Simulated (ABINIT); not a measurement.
**SnSe (F-43m): phonons by linear response**

How does SnSe (F-43m) vibrate, and is this structure a minimum?

Calculated with ABINIT 10.8.3; DFT LDA, scalar-relativistic, plane waves, HGH norm-conserving pseudopotentials.

The structure was built from a prototype and need not be the compound's stable phase.

## (1) The starting structure

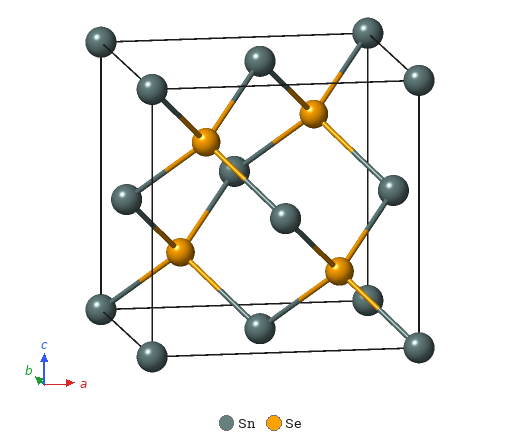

Start, viewed slightly off an axis; tin teal, selenium orange. This picture shows the conventional cell, with its axes. Bonds to atoms that aren't drawn are left out. Some periodic images of atoms are drawn too.

## (2) A probe with smearing

A first run with smearing and empty bands tells whether the crystal has a gap, which decides between fixed occupations and smearing later on.

Contents of probe.abi:

```
# ground state
tolvrs 1.0d-08
prtden 1
prtwf 1
prtpot 1

# basis, mesh and filling
ecut 20.0
ixc 7
ngkpt 6 6 6
nshiftk 1
shiftk 0.0 0.0 0.0
istwfk *1
occopt 7
tsmear 0.005
nband 11
nstep 100
diemac 9.0
prtebands 0
prtgsr 0
useylm 1

# cell and atoms
acell 3*1.0 Angstrom
rprim 
    0.0 3.34309 3.34309
    3.34309 0.0 3.34309
    3.34309 3.34309 0.0
ntypat 2
znucl 50 34
natom 2
typat 1 2
xred 
    0.0 0.0 0.0
    0.25 0.25 0.25
pp_dirpath "./pseudo"
pseudos "Sn.hgh, Se.hgh"
```

Launch:

```
$ OMP_NUM_THREADS=1 mpirun -n 2 abinit probe.abi > probe.log
```

Numbers of over 12 decimals in the logs are rounded to 6 here.

probe.abo, the main output file:

```text
[banners, grids, parts of the stress and lines that vanish by symmetry left out]
- input  file    -> probe.abi
- output file    -> probe.abo
- root for input  files -> probei
[...]
Symmetries : space group F-4 3 m (#216); Bravais cF (face-center cubic)
[...]
mpw =        2176          nfft =       46656          nkpt =          16
[...]
== DATASET  1 ==================================================================
[...]
cutoff_energies: {ecut:  20.0, pawecutdg:  -1.0, }
[...]
Exchange-correlation functional for the present dataset will be:
  LDA: Perdew-Wang 92 LSD fit to Ceperley-Alder data - ixc=7
[...]
ETOT  1  -13.038093909843    -1.304E+01 1.240E-02 1.014E+02
 ETOT  2  -13.060150097655    -2.206E-02 2.927E-04 2.565E+01
 ETOT  3  -13.067881417945    -7.731E-03 1.916E-04 1.927E+00
 ETOT  4  -13.068361078323    -4.797E-04 2.462E-05 4.700E-02
 ETOT  5  -13.068368715248    -7.637E-06 1.189E-05 7.396E-04
 ETOT  6  -13.068368889043    -1.738E-07 4.405E-06 4.614E-06
 ETOT  7  -13.068368890404    -1.361E-09 1.975E-06 2.158E-08
 ETOT  8  -13.068368890407    -2.235E-12 9.734E-07 2.306E-09
 At SCF step    8       vres2   =  2.31E-09 < tolvrs=  1.00E-08 =>converged.
[...]
sigma(1 1)=  7.40526559E-05  sigma(3 2)=  0.00000000E+00
  sigma(2 2)=  7.40526559E-05  sigma(3 1)=  0.00000000E+00
  sigma(3 3)=  7.40526559E-05  sigma(2 1)=  0.00000000E+00
[...]
convergence: {deltae: -2.235E-12, res2:  2.306E-09, residm:  9.734E-07, diffor: null, }
etotal    :  -1.30683689E+01
[...]
sigma(1 1)=  7.40526559E-05  sigma(3 2)=  0.00000000E+00
  sigma(2 2)=  7.40526559E-05  sigma(3 1)=  0.00000000E+00
  sigma(3 3)=  7.40526559E-05  sigma(2 1)=  0.00000000E+00
[...]
- sigma(1 1)=  2.17870436E+00  sigma(3 2)=  0.00000000E+00
- sigma(2 2)=  2.17870436E+00  sigma(3 1)=  0.00000000E+00
- sigma(3 3)=  2.17870436E+00  sigma(2 1)=  0.00000000E+00
[...]
fcart     -0.0000000000E+00 -0.0000000000E+00 -0.0000000000E+00
           strten      7.4052655898E-05  7.4052655898E-05  7.4052655898E-05
================================================================================

[key lines of the parts left out:]
pressure_GPa:  -2.1787E+00
```

Run time: 9.7 s. Hardware: 2 MPI ranks of Intel Xeon at 2.70GHz, shared host; 19 s of CPU time.

Read from the output:

- volume per atom: 37.36 Å³
- pressure: -2.179 GPa
- gap on the k-mesh: 0 eV

No gap opens on this mesh, so smearing is kept; the printed pressure holds the stress of the finite basis too.

## (3) Rough relaxation

The typed start is rough, so a first relaxation with smearing and loose thresholds takes it towards rest cheaply.

Contents of prerelax.abi:

```
# relaxation
ionmov 2
optcell 2
dilatmx 1.15
chkdilatmx 0
ntime 40
tolmxf 3.0d-04
tolvrs 1.0d-10
prtwf 0
prtden 0
chksymtnons 0

# basis, mesh and filling
ecut 21.0
ecutsm 3.0
ixc 7
ngkpt 4 4 4
nshiftk 1
shiftk 0.0 0.0 0.0
istwfk *1
occopt 7
tsmear 0.005
nband 11
nstep 100
diemac 1000000.0
prtebands 0
prtgsr 0
useylm 1

# cell and atoms
acell 3*1.0 Angstrom
rprim 
    0.0 3.34309 3.34309
    3.34309 0.0 3.34309
    3.34309 3.34309 0.0
ntypat 2
znucl 50 34
natom 2
typat 1 2
xred 
    0.0 0.0 0.0
    0.25 0.25 0.25
pp_dirpath "./pseudo"
pseudos "Sn.hgh, Se.hgh"
```

Launch:

```
$ OMP_NUM_THREADS=1 mpirun -n 2 abinit prerelax.abi > prerelax.log
```

prerelax.abo, the main output file:

```text
[banners, grids, parts of the stress and lines that vanish by symmetry left out]
- input  file    -> prerelax.abi
- output file    -> prerelax.abo
- root for input  files -> prerelaxi
[...]
Symmetries : space group F-4 3 m (#216); Bravais cF (face-center cubic)
[...]
mpw =        3543          nfft =       91125          nkpt =           8
[...]
== DATASET  1 ==================================================================
[...]
cutoff_energies: {ecut:  21.0, pawecutdg:  -1.0, }
[...]
Exchange-correlation functional for the present dataset will be:
  LDA: Perdew-Wang 92 LSD fit to Ceperley-Alder data - ixc=7
[...]
ETOT  1  -13.039111545852    -1.304E+01 1.081E-02 1.924E+02
 ETOT  2  -13.064742567724    -2.563E-02 4.700E-04 2.765E+01
 ETOT  3  -13.068964597187    -4.222E-03 4.358E-04 2.612E+00
 ETOT  4  -13.069251705856    -2.871E-04 2.753E-04 1.285E-01
[...]
ETOT  8  -13.070721154225     6.892E-13 4.337E-15 4.872E-12
 At SCF step    8       vres2   =  4.87E-12 < tolvrs=  1.00E-10 =>converged.
[...]
sigma(1 1)= -1.46890215E-07  sigma(3 2)=  0.00000000E+00
  sigma(2 2)= -1.46890215E-07  sigma(3 1)=  0.00000000E+00
  sigma(3 3)= -1.46890215E-07  sigma(2 1)=  0.00000000E+00
[...]
convergence: {deltae:  6.892E-13, res2:  4.872E-12, residm:  4.337E-15, diffor: null, }
etotal    :  -1.30707212E+01
[...]
At Broyd/MD step   4, gradients are converged :
[...]
sigma(1 1)= -1.46890215E-07  sigma(3 2)=  0.00000000E+00
  sigma(2 2)= -1.46890215E-07  sigma(3 1)=  0.00000000E+00
  sigma(3 3)= -1.46890215E-07  sigma(2 1)=  0.00000000E+00
[...]
- sigma(1 1)= -4.32165933E-03  sigma(3 2)=  0.00000000E+00
- sigma(2 2)= -4.32165933E-03  sigma(3 1)=  0.00000000E+00
- sigma(3 3)= -4.32165933E-03  sigma(2 1)=  0.00000000E+00
[...]
fcart     -0.0000000000E+00 -0.0000000000E+00 -0.0000000000E+00
           strten     -1.4689021499E-07 -1.4689021499E-07 -1.4689021499E-07
================================================================================

[key lines of the parts left out:]
pressure_GPa:   4.3217E-03
Total energy (etotal) [Ha]= -1.30707211542251E+01
```

Run time: 34 s. Hardware: 2 MPI ranks; 68 s of CPU time.

The steps of the relaxation:

| step | energy less that of the first step (eV) | largest force (eV/Å) | volume (Å³) |
| --- | --- | --- | --- |
| 1 | 0.0000 | 0.0000 | 74.73 |
| 2 | -0.0069 | 0.0000 | 74.21 |
| 3 | -0.0397 | 0.0000 | 68.98 |
| 4 | -0.0398 | 0.0000 | 69.23 |

| conventional cell, symmetrised | before | after | change |
| --- | --- | --- | --- |
| a (Å) | 6.686 | 6.518 | -2.5 % |
| b (Å) | 6.686 | 6.518 | -2.5 % |
| c (Å) | 6.686 | 6.518 | -2.5 % |
| volume (Å³/atom) | 37.36 | 34.61 | -7.4 % |

The relaxed structure:

```
Sn Se
1.0
     0.00000    3.25898    3.25898
     3.25898    0.00000    3.25898
     3.25898    3.25898    0.00000
Sn Se
1 1
Direct
  0.00000 0.00000 0.00000
  0.25000 0.25000 0.25000
```

Read from the output:

```yaml
volume_per_atom: 34.61 Å³
pressure: 0.004322 GPa
```

The volume changes by -7.4 % in this run and stands -7.4 % from the first cell.

## (4) Relaxation

The harmonic expansion needs vanishing forces, and a free crystal bears no stress, so cell and atoms are brought to rest. Stress is more sensitive to the basis than forces are: the last 3 Ha under the cutoff are smoothed with ecutsm, and the cutoff is raised above that of the later runs.

Contents of relax.abi:

```
# relaxation
ionmov 2
optcell 2
dilatmx 1.08
ntime 40
tolmxf 1.0d-05
tolvrs 1.0d-14
prtwf 0
prtden 0
chksymtnons 0

# basis, mesh and filling
ecut 26.0
ecutsm 3.0
ixc 7
ngkpt 8 8 8
nshiftk 1
shiftk 0.0 0.0 0.0
istwfk *1
occopt 3
tsmear 0.01
nband 11
nstep 100
diemac 1000000.0
prtebands 0
prtgsr 0
useylm 1

# cell and atoms
acell 3*1.0 Angstrom
rprim 
    0.0 3.258975102 3.258975102
    3.258975102 0.0 3.258975102
    3.258975102 3.258975102 0.0
ntypat 2
znucl 50 34
natom 2
typat 1 2
xred 
    0.0 0.0 0.0
    0.25 0.25 0.25
pp_dirpath "./pseudo"
pseudos "Sn.hgh, Se.hgh"
```

Launch:

```
$ OMP_NUM_THREADS=1 mpirun -n 2 abinit relax.abi > relax.log
```

relax.abo, the main output file:

```text
[banners, grids, parts of the stress and lines that vanish by symmetry left out]
- input  file    -> relax.abi
- output file    -> relax.abo
- root for input  files -> relaxi
[...]
Symmetries : space group F-4 3 m (#216); Bravais cF (face-center cubic)
[...]
mpw =        3750          nfft =       91125          nkpt =          29
[...]
== DATASET  1 ==================================================================
[...]
cutoff_energies: {ecut:  26.0, pawecutdg:  -1.0, }
[...]
Exchange-correlation functional for the present dataset will be:
  LDA: Perdew-Wang 92 LSD fit to Ceperley-Alder data - ixc=7
[...]
ETOT  1  -13.048200874198    -1.305E+01 1.542E-02 1.646E+02
 ETOT  2  -13.071828483266    -2.363E-02 1.467E-03 1.540E+01
 ETOT  3  -13.073877230059    -2.049E-03 4.568E-04 2.019E+00
 ETOT  4  -13.074075697949    -1.985E-04 2.327E-04 9.820E-02
 ETOT  5  -13.074081718112    -6.020E-06 3.931E-05 1.066E-03
[...]
At SCF step   12       vres2   =  4.29E-17 < tolvrs=  1.00E-14 =>converged.
[...]
sigma(1 1)= -1.79201400E-05  sigma(3 2)=  0.00000000E+00
  sigma(2 2)= -1.79201400E-05  sigma(3 1)=  0.00000000E+00
  sigma(3 3)= -1.79201400E-05  sigma(2 1)=  0.00000000E+00
[...]
convergence: {deltae: -4.245E-13, res2:  4.295E-17, residm:  2.941E-06, diffor: null, }
etotal    :  -1.30740818E+01
[...]
ETOT  1  -13.074089169913    -1.307E+01 1.710E-06 4.129E-02
[...]
At SCF step    9       vres2   =  5.06E-15 < tolvrs=  1.00E-14 =>converged.
[...]
sigma(1 1)= -1.59047949E-05  sigma(3 2)=  0.00000000E+00
  sigma(2 2)= -1.59047949E-05  sigma(3 1)=  0.00000000E+00
  sigma(3 3)= -1.59047949E-05  sigma(2 1)=  0.00000000E+00
[...]
convergence: {deltae:  4.050E-13, res2:  5.063E-15, residm:  8.245E-08, diffor: null, }
etotal    :  -1.30740946E+01
[...]
ETOT  1  -13.073780882999    -1.307E+01 4.167E-07 2.723E+00
[...]
At SCF step   10       vres2   =  1.29E-15 < tolvrs=  1.00E-14 =>converged.
[...]
sigma(1 1)= -2.29489851E-07  sigma(3 2)=  0.00000000E+00
  sigma(2 2)= -2.29489851E-07  sigma(3 1)=  0.00000000E+00
  sigma(3 3)= -2.29489851E-07  sigma(2 1)=  0.00000000E+00
[...]
convergence: {deltae:  5.116E-13, res2:  1.288E-15, residm:  4.488E-10, diffor: null, }
etotal    :  -1.30741430E+01
[...]
ETOT  1  -13.074142968798    -1.307E+01 2.554E-09 5.910E-04
[...]
ETOT  7  -13.074143047144     4.796E-13 8.527E-11 1.305E-12
 ETOT  8  -13.074143047144    -2.718E-13 7.103E-11 8.141E-15
 At SCF step    8       vres2   =  8.14E-15 < tolvrs=  1.00E-14 =>converged.
[...]
sigma(1 1)= -3.04059580E-09  sigma(3 2)=  0.00000000E+00
  sigma(2 2)= -3.04059580E-09  sigma(3 1)=  0.00000000E+00
  sigma(3 3)= -3.04059580E-09  sigma(2 1)=  0.00000000E+00
[...]
convergence: {deltae: -2.718E-13, res2:  8.141E-15, residm:  7.103E-11, diffor: null, }
etotal    :  -1.30741430E+01
[...]
At Broyd/MD step   4, gradients are converged :
[...]
sigma(1 1)= -3.04059580E-09  sigma(3 2)=  0.00000000E+00
  sigma(2 2)= -3.04059580E-09  sigma(3 1)=  0.00000000E+00
  sigma(3 3)= -3.04059580E-09  sigma(2 1)=  0.00000000E+00
[...]
- sigma(1 1)= -8.94574170E-05  sigma(3 2)=  0.00000000E+00
- sigma(2 2)= -8.94574170E-05  sigma(3 1)=  0.00000000E+00
- sigma(3 3)= -8.94574170E-05  sigma(2 1)=  0.00000000E+00
[...]
fcart     -0.0000000000E+00 -0.0000000000E+00 -0.0000000000E+00
           strten     -3.0405958012E-09 -3.0405958016E-09 -3.0405958020E-09
================================================================================

[key lines of the parts left out:]
pressure_GPa:   8.9457E-05
Total energy (etotal) [Ha]= -1.30741430471445E+01
```

The job ended after 89 s (2 MPI ranks; 3 min of CPU time).

Step by step:

| step | energy less that of the first step (eV) | largest force (eV/Å) | volume (Å³) |
| --- | --- | --- | --- |
| 1 | 0.0000 | 0.0000 | 69.23 |
| 2 | -0.0003 | 0.0000 | 69.34 |
| 3 | -0.0017 | 0.0000 | 70.24 |
| 4 | -0.0017 | 0.0000 | 70.25 |

| conventional cell, symmetrised | before | after | change |
| --- | --- | --- | --- |
| a (Å) | 6.518 | 6.550 | +0.5 % |
| b (Å) | 6.518 | 6.550 | +0.5 % |
| c (Å) | 6.518 | 6.550 | +0.5 % |
| volume (Å³/atom) | 34.61 | 35.13 | +1.5 % |

Final coordinates:

```
Sn Se
1.0
     0.00000    3.27496    3.27496
     3.27496    0.00000    3.27496
     3.27496    3.27496    0.00000
Sn Se
1 1
Direct
  0.00000 0.00000 0.00000
  0.25000 0.25000 0.25000
```

This step gave:

- volume per atom: 35.13 Å³
- pressure: 8.95e-5 GPa

The volume changes by +1.5 % in this run and stands -6.0 % from the first cell.

## (5) Ground state

First-order wavefunctions inherit every error of the ground state, hence the very tight tolvrs. Smearing stays on, as the first look found no gap above 0.3 eV.

Contents of gs.abi:

```
# ground state
tolvrs 1.0d-16
prtden 1
prtwf 1
prtpot 1

# basis, mesh and filling
ecut 20.0
ixc 7
ngkpt 8 8 8
nshiftk 1
shiftk 0.0 0.0 0.0
istwfk *1
occopt 3
tsmear 0.01
nband 11
nstep 100
diemac 1000000.0
prtebands 0
prtgsr 0
useylm 1

# cell and atoms
acell 3*1.0 Angstrom
rprim 
    0.0 3.27496299 3.27496299
    3.27496299 0.0 3.27496299
    3.27496299 3.27496299 0.0
ntypat 2
znucl 50 34
natom 2
typat 1 2
xred 
    0.0 0.0 0.0
    0.25 0.25 0.25
pp_dirpath "./pseudo"
pseudos "Sn.hgh, Se.hgh"
```

Launch:

```
$ OMP_NUM_THREADS=1 mpirun -n 2 abinit gs.abi > gs.log
```

gs.abo, the main output file:

```text
[banners, grids, parts of the stress and lines that vanish by symmetry left out]
- input  file    -> gs.abi
- output file    -> gs.abo
- root for input  files -> gsi
[...]
Symmetries : space group F-4 3 m (#216); Bravais cF (face-center cubic)
[...]
mpw =        2085          nfft =       46656          nkpt =          29
[...]
== DATASET  1 ==================================================================
[...]
cutoff_energies: {ecut:  20.0, pawecutdg:  -1.0, }
[...]
Exchange-correlation functional for the present dataset will be:
  LDA: Perdew-Wang 92 LSD fit to Ceperley-Alder data - ixc=7
[...]
ETOT  1  -13.046033792959    -1.305E+01 2.635E-02 8.512E+01
 ETOT  2  -13.069631553914    -2.360E-02 1.502E-03 8.478E+00
 ETOT  3  -13.071873985590    -2.242E-03 2.821E-04 1.074E+00
 ETOT  4  -13.072081643789    -2.077E-04 1.368E-04 5.385E-02
 ETOT  5  -13.072088039102    -6.395E-06 1.027E-04 5.714E-04
[...]
ETOT 11  -13.072088169233    -7.994E-14 1.744E-05 6.530E-15
 ETOT 12  -13.072088169233     1.883E-13 1.286E-05 2.268E-17
 At SCF step   12       vres2   =  2.27E-17 < tolvrs=  1.00E-16 =>converged.
[...]
sigma(1 1)=  2.00783525E-05  sigma(3 2)=  0.00000000E+00
  sigma(2 2)=  2.00783525E-05  sigma(3 1)=  0.00000000E+00
  sigma(3 3)=  2.00783525E-05  sigma(2 1)=  0.00000000E+00
[...]
convergence: {deltae:  1.883E-13, res2:  2.268E-17, residm:  1.286E-05, diffor: null, }
etotal    :  -1.30720882E+01
[...]
sigma(1 1)=  2.00783525E-05  sigma(3 2)=  0.00000000E+00
  sigma(2 2)=  2.00783525E-05  sigma(3 1)=  0.00000000E+00
  sigma(3 3)=  2.00783525E-05  sigma(2 1)=  0.00000000E+00
[...]
- sigma(1 1)=  5.90725525E-01  sigma(3 2)=  0.00000000E+00
- sigma(2 2)=  5.90725525E-01  sigma(3 1)=  0.00000000E+00
- sigma(3 3)=  5.90725525E-01  sigma(2 1)=  0.00000000E+00
[...]
fcart     -0.0000000000E+00 -0.0000000000E+00 -0.0000000000E+00
           strten      2.0078352477E-05  2.0078352477E-05  2.0078352477E-05
================================================================================

[key lines of the parts left out:]
pressure_GPa:  -5.9073E-01
```

Elapsed: 14 s, on 2 MPI ranks; 27 s of CPU time.

Numbers from this step:

* pressure: -0.5907 GPa

The cell stands at -0.59 GPa: the relaxation ran with a smoothed and higher cutoff, and the difference is a stress of the finite basis.

(Continued in part 2 of 3.)

[Host names and launcher messages were left out of these logs when they were recorded.]

[Logs are printed without paths, hosts, clocks, repeated set-up lines and the standing remarks that a program may print on its own settings, such as how far it seeks lower states.]

[Hosts, paths, dates, database ids (printed as entryN), source tags and the programs' standing remarks are cut or masked in the printed files.]
